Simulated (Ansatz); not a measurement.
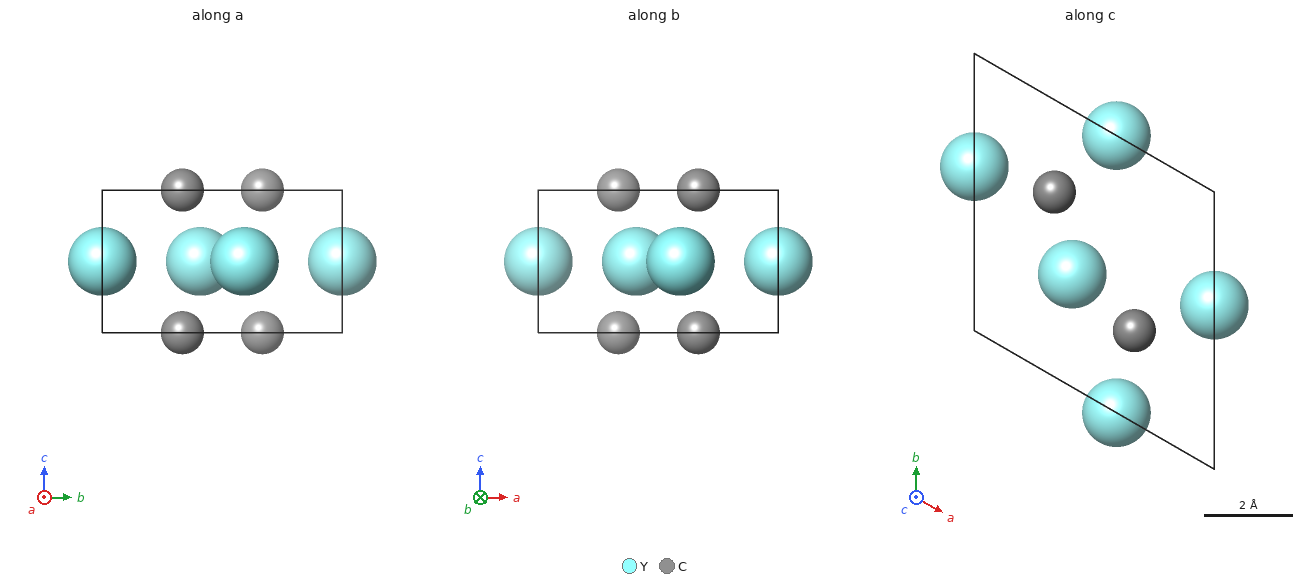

Spheres-only representation of a periodic structure, projected along the a axis, along the b axis and along the c axis. The conventional unit cell is outlined; an atom on or near a face, edge or corner is repeated at each equivalent position.

Lattice parameters: a = 6.3125 Å, b = 6.3125 Å, c = 3.2489 Å, α = 90.000°, β = 90.000°, γ = 120.000°.

Record the structure as a CIF with its space group and independent sites, with free fractional coordinates to two decimals.

```cif
data_structure
_symmetry_space_group_name_H-M 'P -6 2 m'
_symmetry_Int_Tables_number 189
_cell_length_a 6.3125
_cell_length_b 6.3125
_cell_length_c 3.2489
_cell_angle_alpha 90.000
_cell_angle_beta 90.000
_cell_angle_gamma 120.000
_cell_volume 112.12
loop_
_atom_site_label
_atom_site_type_symbol
_atom_site_symmetry_multiplicity
_atom_site_Wyckoff_symbol
_atom_site_fract_x
_atom_site_fract_y
_atom_site_fract_z
_atom_site_occupancy
Y1 Y 3 g 0.41 0.41 0.50 1
C1 C 2 c 0.3333 0.6667 0.00 1
```

Provenance: a structure type filled with these elements by a generator (whether the compound takes this form wasn't checked). The final geometry of a relaxation with DFT PBE, scalar-relativistic, plane waves, PAW (Ansatz 0.2.0) is shown.
